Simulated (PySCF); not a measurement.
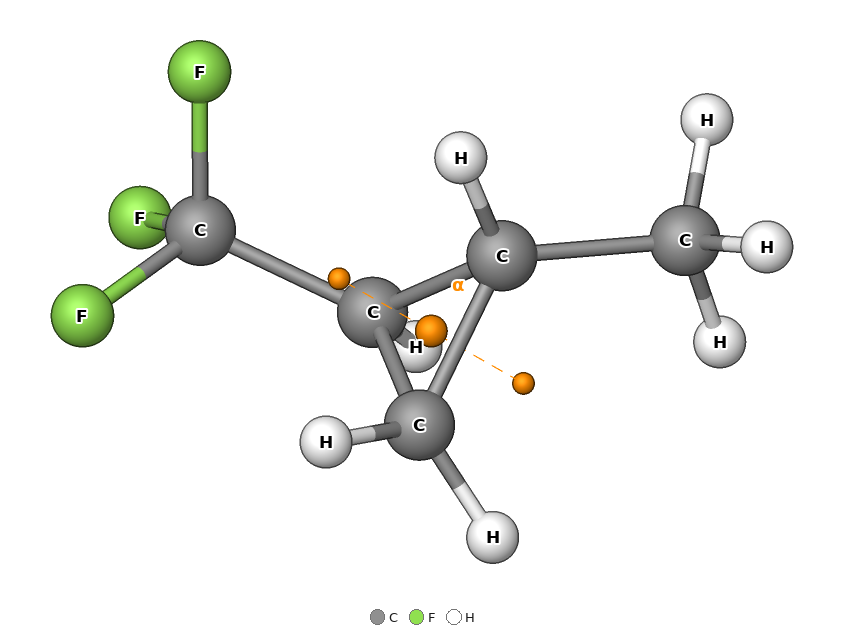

The small points mark where nucleus-independent chemical shifts (NICS) were computed: at the centre of each lettered ring and 1 Å above and below it. Geometry: an image of a reaction path computed with GFN2-xTB, not a minimum. Properties computed with GIAO PBE0/pcSseg-1 NMR shielding, non-relativistic, gas phase (PySCF 2.14.0).

Give NICS(0), NICS(1) and the out-of-plane component NICS(1)zz for each ring (means of the two sides).

```tsv
ring	members	NICS(0)	NICS(1)	NICS(1)zz
α	C3	−44.2	−8.9	−22.1
```

Values in ppm.
